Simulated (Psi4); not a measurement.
**One shape, several levels: SiH2O (oxosilane)**

We compute a comparison of 3 runs (B3LYP/6-31G*, PBE0/def2-SVP, CAM-B3LYP/6-311+G**) of SiH2O (oxosilane). 

The calculation is run with Psi4 1.11.

7 further runs of the same task are left out: 1 that didn't finish, 6 set aside as unsound or not needed.

## (1) The structure to begin with

SiH2O: 4 atoms, total charge 0, spin state singlet. SMILES: `O=[SiH2]`. Geometry: relaxed at PBE0-D4/def2-TZVP.

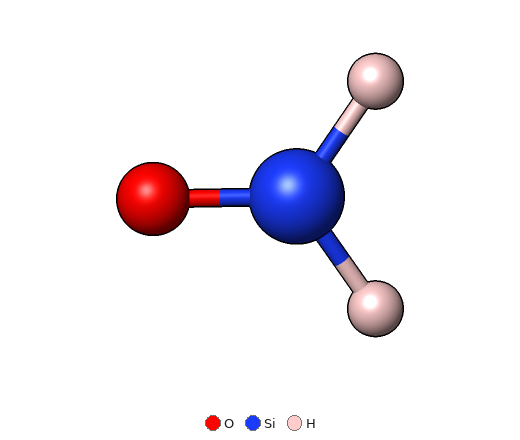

The structure, seen from a chosen angle (oxygen red, silicon blue, hydrogen pink).

## (2) The energy at B3LYP/6-31G(d) (spherical functions) (run 1)

Contents of input.dat:

```
memory 1.6 GB

molecule geom {
  O     -0.53517044     0.78140175     2.77695254
  Si    -0.01266117     0.01851932     0.06595144
  H      0.83129052    -2.54357136    -0.71091497
  H     -0.28345892     1.74365030    -2.13217799
  units bohr
  symmetry c1
  no_reorient
  no_com
}

set {
  puream               true
  e_convergence        1e-09
  d_convergence        1e-08
  scf_type             pk
  dft_radial_points    99
  dft_spherical_points 590
}

energy('b3lyp/6-31G*')
```

Run with:

```
psi4 -i input.dat -o output.dat -n 1
```

output.dat:

```text
[...]
  Running in c1 symmetry.
[...]
  Nuclear repulsion =   52.484790023665980
[...]
  Multiplicity = 1
[...]
  Nalpha       = 12
  Nbeta        = 12
[...]
    Number of basis functions: 36
[...]
   @RKS iter   1:  -365.61944950550878   -2.28148e-01   2.21232e-02 ADIIS/DIIS
[...]
   @RKS iter  10:  -365.89387878219088   -5.68434e-13   3.57540e-09 DIIS
[...]
  @RKS Final Energy:  -365.89387878219088
   => Energetics <=
    Nuclear Repulsion Energy =             52.4847900236659797
    One-Electron Energy =                -610.4185697360029508
    Two-Electron Energy =                 216.4618401277026578
    DFT Exchange-Correlation Energy =     -24.4219391975564584
    Empirical Dispersion Energy =           0.0000000000000000
    VV10 Nonlocal Energy =                  0.0000000000000000
    Total Energy =                       -365.8938787821908249
[...]
 Multipole Moments:
 ------------------------------------------------------------------------------------
     Multipole            Electronic (a.u.)      Nuclear  (a.u.)        Total (a.u.)
 ------------------------------------------------------------------------------------
 L = 1.  Multiply by 2.5417464519 to convert [e a0] to [Debye]
 Dipole X            :          4.1542649           -3.9107883            0.2434766
 Dipole Y            :         -6.0660552            5.7105634           -0.3554918
 Dipole Z            :        -21.5588830           20.2958475           -1.2630354
 Magnitude           :                                                    1.3345088
[...]
```

Wall time 7.2 s (1 thread of Intel Xeon Platinum 8259CL at 2.50GHz (Skylake/Cascade Lake), shared host); peak memory 0.44 GiB.

## (3) A single-point energy at PBE0/def2-SVP (run 2)

Contents of h2osi.dat:

```
memory 1600 MB

molecule mol {
  0 1
  O
  Si 1 R2
  H 2 R3 1 A3
  H 2 R4 3 A4 1 D4

  R2 = 1.515752
  R3 = 1.485479
  A3 = 124.04596
  R4 = 1.485583
  A4 = 111.91136
  D4 = -179.99635
  units angstrom
  symmetry c1
  no_reorient
  no_com
}

set globals {
  basis def2-SVP
  reference rks
  puream true
  e_convergence 1e-09
  d_convergence 1e-08
  scf_type pk
  dft_radial_points 99
  dft_spherical_points 590
}

result, w = energy('pbe0', return_wfn=True)
oeprop(w, 'WIBERG_LOWDIN_INDICES', 'DIPOLE', 'MULLIKEN_CHARGES', title='PBE0')
```

Run with:

```
psi4 h2osi.dat h2osi.out -n 1
```

h2osi.out:

```text
[...]
  Running in c1 symmetry.
[...]
  Nuclear repulsion =   52.484779902490381
[...]
  Multiplicity = 1
[...]
  Nalpha       = 12
  Nbeta        = 12
[...]
    Number of basis functions: 42
[...]
   @RKS iter   1:  -365.29440877257781   -2.52710e-01   1.76077e-02 ADIIS/DIIS
[...]
   @RKS iter  11:  -365.53216114594062   -1.70530e-13   8.38167e-10 DIIS
[...]
  @RKS Final Energy:  -365.53216114594062
   => Energetics <=
    Nuclear Repulsion Energy =             52.4847799024903807
    One-Electron Energy =                -610.1850069517120119
    Two-Electron Energy =                 214.8817790786396245
    DFT Exchange-Correlation Energy =     -22.7137131753585777
    Empirical Dispersion Energy =           0.0000000000000000
    VV10 Nonlocal Energy =                  0.0000000000000000
    Total Energy =                       -365.5321611459406199
[...]
 Multipole Moments:
 ------------------------------------------------------------------------------------
     Multipole            Electronic (a.u.)      Nuclear  (a.u.)        Total (a.u.)
 ------------------------------------------------------------------------------------
 L = 1.  Multiply by 2.5417464519 to convert [e a0] to [Debye]
 Dipole X            :         -0.0001020            0.0000787           -0.0000234
 Dipole Y            :         -0.0001900            0.0001198           -0.0000701
 Dipole Z            :         -1.1568932            2.4851800            1.3282867
 Magnitude           :                                                    1.3282867
[...]
```

Wall time 8.7 s (1 thread of Intel Xeon Platinum 8259CL at 2.50GHz (Skylake/Cascade Lake), shared host); peak memory 0.47 GiB.

## (4) The response to a field at CAM-B3LYP/6-311+G(d,p) (run 3)

Contents of job.in:

```
memory 1.6 GB

molecule {
  O     -0.283200     0.413500     1.469500
  Si    -0.006700     0.009800     0.034900
  H      0.439900    -1.346000    -0.376200
  H     -0.150000     0.922700    -1.128300
  units angstrom
  symmetry c1
}

set reference rks
set scf_type pk

properties("cam-b3lyp/6-311+G**", properties=['dipole_polarizabilities'])
print_variables()
```

Run with:

```
psi4 job.in job.out -n 1
```

job.out:

```text
[...]
  Running in c1 symmetry.
[...]
  Nuclear repulsion =   52.484789994440831
[...]
  Multiplicity = 1
[...]
  Nalpha       = 12
  Nbeta        = 12
[...]
    Number of basis functions: 64
[...]
   @RKS iter   1:  -365.63951871371478   -3.66933e-01   1.33984e-02 DIIS/ADIIS
[...]
   @RKS iter   8:  -365.90982084083720   -1.11620e-07   4.20186e-07 DIIS
[...]
  @RKS Final Energy:  -365.90982084083720
   => Energetics <=
    Nuclear Repulsion Energy =             52.4847899944408312
    One-Electron Energy =                -610.4333893863438334
    Two-Electron Energy =                 214.8005800660907028
    DFT Exchange-Correlation Energy =     -22.7618015150248780
    Empirical Dispersion Energy =           0.0000000000000000
    VV10 Nonlocal Energy =                  0.0000000000000000
    Total Energy =                       -365.9098208408372557
[...]
 Multipole Moments:
 ------------------------------------------------------------------------------------
     Multipole            Electronic (a.u.)      Nuclear  (a.u.)        Total (a.u.)
 ------------------------------------------------------------------------------------
 L = 1.  Multiply by 2.5417464519 to convert [e a0] to [Debye]
 Dipole X            :         -0.1651216            0.4532372            0.2881156
 Dipole Y            :          0.2411479           -0.6618064           -0.4206584
 Dipole Z            :          0.8575265           -2.3521705           -1.4946441
 Magnitude           :                                                    1.5792166
[...]
```

Wall time 15 s (1 thread of Intel Xeon Platinum 8259CL at 2.50GHz (Skylake/Cascade Lake), shared host); peak memory 0.38 GiB.

## (5) Overview of the runs

```
run                               level            task         integration grid  energy (Eh)  dipole moment (D)  HOMO energy (eV)  LUMO energy (eV)  wall time
  1  B3LYP/6-31G* (spherical functions)          energy  99 radial × 590 angular  -365.893879               3.39             -7.79             -2.04      7.2 s
  2                       PBE0/def2-SVP          energy  99 radial × 590 angular  -365.532161               3.38             -8.13             -1.91      8.7 s
  3                 CAM-B3LYP/6-311+G**  polarizability  75 radial × 302 angular  -365.909821               4.01             -9.76             -1.26       15 s
```

## (6) Results

```
                         quantity          value
              run 3: total energy  -365.90982 Eh
             run 3: dipole moment         4.01 D
               run 3: HOMO energy       -9.76 eV
               run 3: LUMO energy       -1.26 eV
             run 3: HOMO–LUMO gap        8.50 eV
run 3: mean static polarisability     26.5 bohr³
```

In words: The dipole moment (its size) runs from 3.38 D (PBE0/def2-SVP) to 4.01 D (CAM-B3LYP/6-311+G**). The two ends differ in method and basis. The HOMO–LUMO gap runs from 5.75 eV (B3LYP/6-31G*) to 8.50 eV (CAM-B3LYP/6-311+G**). Totals of different functionals can't be ranked against each other. All runs together took 31 s, the longest 15 s.
